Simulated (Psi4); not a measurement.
# CAM-B3LYP/aug-cc-pVDZ run of BBrF2 (SMILES FB(F)Br)

Aim: the vertical singlet–triplet gap of BBrF2 at CAM-B3LYP/aug-cc-pVDZ, from 2 runs. The job is set up through a Python script.

The calculation is run with Psi4 1.11.

2 further runs of the same task are left out: 2 set aside as unsound or not needed. Runs told in other sessions of the task aren't counted.

### Step 1. Starting point

BBrF2: 4 atoms, total charge 0, spin state singlet. As SMILES, `FB(F)Br`. The coordinates come from a PBE0-D4/def2-TZVP relaxation.

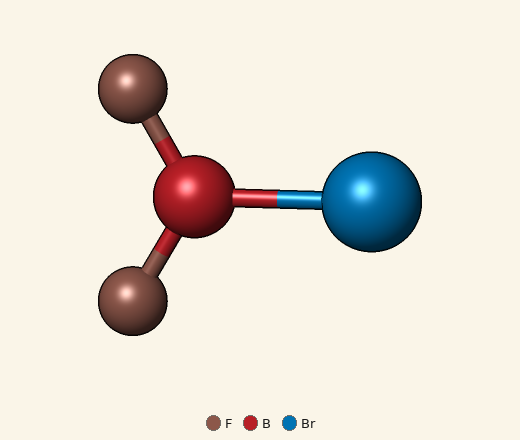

Viewed from a chosen angle; fluorine brown, boron red, bromine blue.

### Step 2. Energy and gradient at CAM-B3LYP/aug-cc-pVDZ

Input file job.py:

```python
import psi4

psi4.set_memory('2200 MB')
psi4.set_num_threads(1)
psi4.core.set_output_file('bbrf2.out', False)

geom = psi4.geometry("""
0 1
F     -0.215650    -1.366490    -0.109870
B     -0.127940    -0.063330    -0.022770
F     -1.212420     0.659630    -0.144250
Br     1.556010     0.770190     0.276890
symmetry c1
""")

psi4.set_options({
    'basis': 'aug-cc-pVDZ',
    'reference': 'rks',
    'puream': True,
    'e_convergence': 1e-09,
    'd_convergence': 1e-08,
    'scf_type': 'pk',
    'dft_radial_points': 99,
    'dft_spherical_points': 590,
})

result, w = psi4.gradient("cam-b3lyp", return_wfn=True)
psi4.oeprop(w, "WIBERG_LOWDIN_INDICES", "LOWDIN_CHARGES", "DIPOLE")
print('gradient / Eh bohr^-1')
print(result.np.round(6))
print(f'energy = {w.energy():.10f} Eh')
for k, v in sorted(psi4.core.scalar_variables().items()):
    print(f'{k:45s} {v:18.10f}')
```

On the command line:

```bash
python job.py
```

bbrf2.out:

```text
[...]
  Running in c1 symmetry.
[...]
  Nuclear repulsion =  222.994940053662901
[...]
  Multiplicity = 1
[...]
  Nalpha       = 29
  Nbeta        = 29
[...]
    Number of basis functions: 105
[...]
   @RKS iter   1: -2798.72307719998435   -1.67189e+00   7.41029e-03 ADIIS/DIIS
[...]
   @RKS iter  11: -2798.90900181457891    3.18323e-12   6.11782e-09 DIIS
[...]
    Orbital Energies [Eh]
    ---------------------
    Doubly Occupied:
       1A   -482.970262     2A    -62.616035     3A    -56.434064
       4A    -56.432062     5A    -56.431503     6A    -24.831352
       7A    -24.831329     8A     -8.808384     9A     -7.008217
      10A     -6.637465    11A     -6.629683    12A     -6.627774
      13A     -2.750536    14A     -2.748402    15A     -2.746929
      16A     -2.740705    17A     -2.740628    18A     -1.363502
      19A     -1.334376    20A     -0.899031    21A     -0.691115
      22A     -0.649479    23A     -0.604491    24A     -0.603788
      25A     -0.543443    26A     -0.530833    27A     -0.472124
      28A     -0.395687    29A     -0.384603
[...]
  @RKS Final Energy: -2798.90900181457891
   => Energetics <=
    Nuclear Repulsion Energy =            222.9949400536629014
    One-Electron Energy =               -4336.7728797057516203
    Two-Electron Energy =                1404.9538112843272302
    DFT Exchange-Correlation Energy =     -90.0848734468170278
    Empirical Dispersion Energy =           0.0000000000000000
    VV10 Nonlocal Energy =                  0.0000000000000000
    Total Energy =                      -2798.9090018145789145
[...]
  -Total Gradient:
     Atom            X                  Y                   Z
    ------   -----------------  -----------------  -----------------
       1        0.001107904490     0.012994291287     0.000903812423
       2       -0.011330434508    -0.005614263061    -0.002017411266
       3        0.010950390196    -0.007019703479     0.001242878403
       4       -0.000713997738    -0.000353463127    -0.000126818415
[...]
 Multipole Moments:
 ------------------------------------------------------------------------------------
     Multipole            Electronic (a.u.)      Nuclear  (a.u.)        Total (a.u.)
 ------------------------------------------------------------------------------------
 L = 1.  Multiply by 2.5417464519 to convert [e a0] to [Debye]
 Dipole X            :          3.4255553           -3.3408945            0.0846608
 Dipole Y            :          1.6955571           -1.6536659            0.0418912
 Dipole Z            :          0.6095654           -0.5945056            0.0150598
 Magnitude           :                                                    0.0956511
[...]
```

The script printed:

```text
gradient / Eh bohr^-1
[[ 0.001108  0.012994  0.000904]
 [-0.01133  -0.005614 -0.002017]
 [ 0.01095  -0.00702   0.001243]
 [-0.000714 -0.000353 -0.000127]]
energy = -2798.9090018146 Eh
CURRENT ENERGY                                  -2798.9090018146
CURRENT REFERENCE ENERGY                        -2798.9090018146
DD SOLVATION ENERGY                                 0.0000000000
DFT FUNCTIONAL TOTAL ENERGY                     -2798.9090018146
DFT TOTAL ENERGY                                -2798.9090018146
DFT VV10 ENERGY                                     0.0000000000
DFT XC ENERGY                                     -90.0848734468
GRID ELECTRONS ALPHA                               29.0000000072
GRID ELECTRONS BETA                                29.0000000072
GRID ELECTRONS TOTAL                               58.0000000144
NUCLEAR REPULSION ENERGY                          222.9949400537
ONE-ELECTRON ENERGY                             -4336.7728797058
PCM POLARIZATION ENERGY                             0.0000000000
PE ENERGY                                           0.0000000000
SCF ITERATION ENERGY                            -2798.9090018146
SCF ITERATIONS                                     11.0000000000
SCF TOTAL ENERGY                                -2798.9090018146
TWO-ELECTRON ENERGY                              1404.9538112843
XC GRID RADIAL POINTS                              99.0000000000
XC GRID SPHERICAL POINTS                          590.0000000000
XC GRID TOTAL POINTS                           227742.0000000000
```

Wall time 79 s (1 thread of Intel Xeon 6975P-C (Granite Rapids), shared host); peak memory 1.4 GiB.

### Step 3. The triplet: the energy at UCAM-B3LYP/aug-cc-pVDZ

Input file calc.py:

```python
import psi4

psi4.set_memory('2200 MB')
psi4.set_num_threads(1)
psi4.core.set_output_file('psi4.out', False)

geom = psi4.geometry("""
0 3
F     -0.40751944    -2.58229185    -0.20762421
B     -0.24177156    -0.11967636    -0.04302906
F     -2.29114175     1.24652004    -0.27259299
Br     2.94043275     1.45544816     0.52324627
units bohr
symmetry c1
""")

psi4.set_options({
    'basis': 'aug-cc-pVDZ',
    'reference': 'uks',
    'puream': True,
    'e_convergence': 1e-09,
    'd_convergence': 1e-08,
    'scf_type': 'pk',
    'dft_radial_points': 99,
    'dft_spherical_points': 590,
    'maxiter': 100,
})

result, w = psi4.energy("CAM-B3LYP", return_wfn=True)
psi4.oeprop(w, "LOWDIN_CHARGES", "MAYER_INDICES", "DIPOLE")
print(f'CAM-B3LYP energy: {result:.10f} Eh')
```

On the command line:

```bash
python calc.py
```

psi4.out:

```text
[...]
  Running in c1 symmetry.
[...]
  Nuclear repulsion =  222.994940131163503
[...]
  Multiplicity = 3
[...]
  Nalpha       = 30
  Nbeta        = 28
[...]
    Number of basis functions: 105
[...]
   @UKS iter   1: -2798.47614439305926   -1.42496e+00   6.99738e-03 DIIS/ADIIS
[...]
   @UKS iter  14: -2798.64493894367934   -1.18234e-11   7.66780e-09 DIIS
[...]
   @S^2 Observed:                2.004645581E+00
[...]
    Orbital Energies [Eh]
    ---------------------
    Alpha Occupied:
       1A   -483.083429     2A    -62.726148     3A    -56.548086
       4A    -56.542029     5A    -56.540361     6A    -24.769272
       7A    -24.769245     8A     -8.918136     9A     -6.893716
      10A     -6.754922    11A     -6.738422    12A     -6.731414
      13A     -2.865323    14A     -2.862591    15A     -2.856940
      16A     -2.845386    17A     -2.844884    18A     -1.303377
      19A     -1.275843    20A     -0.990749    21A     -0.643601
      22A     -0.595486    23A     -0.589211    24A     -0.557738
      25A     -0.515492    26A     -0.495911    27A     -0.482809
      28A     -0.470620    29A     -0.468231    30A     -0.131511
    Alpha Virtual:
[...]
  @UKS Final Energy: -2798.64493894367934
   => Energetics <=
    Nuclear Repulsion Energy =            222.9949401311635029
    One-Electron Energy =               -4334.4556232468885355
    Two-Electron Energy =                1402.9046930249357956
    DFT Exchange-Correlation Energy =     -90.0889488528895299
    Empirical Dispersion Energy =           0.0000000000000000
    VV10 Nonlocal Energy =                  0.0000000000000000
    Total Energy =                      -2798.6449389436788806
  UHF NO Occupations:
  HONO-2 :   28  A 1.9990138
  HONO-1 :   29  A 1.0000000
[...]
 Multipole Moments:
 ------------------------------------------------------------------------------------
     Multipole            Electronic (a.u.)      Nuclear  (a.u.)        Total (a.u.)
 ------------------------------------------------------------------------------------
 L = 1.  Multiply by 2.5417464519 to convert [e a0] to [Debye]
 Dipole X            :          4.8402795           -3.3408945            1.4993850
 Dipole Y            :          2.3958165           -1.6536659            0.7421506
 Dipole Z            :          0.8613469           -0.5945056            0.2668413
 Magnitude           :                                                    1.6941509
[...]
```

The script printed:

```text
CAM-B3LYP energy: -2798.6449389437 Eh
```

It took 34 s on 1 thread of Intel Xeon 6975P-C (Granite Rapids), shared host; peak memory 1.4 GiB.

### Step 4. Summary of results

At CAM-B3LYP/aug-cc-pVDZ:

```
                                        quantity           value
                           singlet: total energy  -2798.90900 Eh
                          singlet: dipole moment          0.24 D
                            singlet: HOMO energy       -10.47 eV
                            singlet: LUMO energy         0.27 eV
                          singlet: HOMO–LUMO gap        10.73 eV
               singlet: largest force on an atom      0.672 eV/Å
                           triplet: total energy  -2798.64494 Eh
                          triplet: dipole moment          4.31 D
     triplet: HOMO energy (highest over α and β)        -3.58 eV
                                   triplet: ⟨S²⟩           2.005
vertical energy of the triplet above the singlet        7.186 eV
```

What this shows: At this shape the triplet lies 7.19 eV (166 kcal/mol) above the singlet. The largest force (singlet) is 0.67 eV/Å: the shape isn't a stationary point for this species at this level.
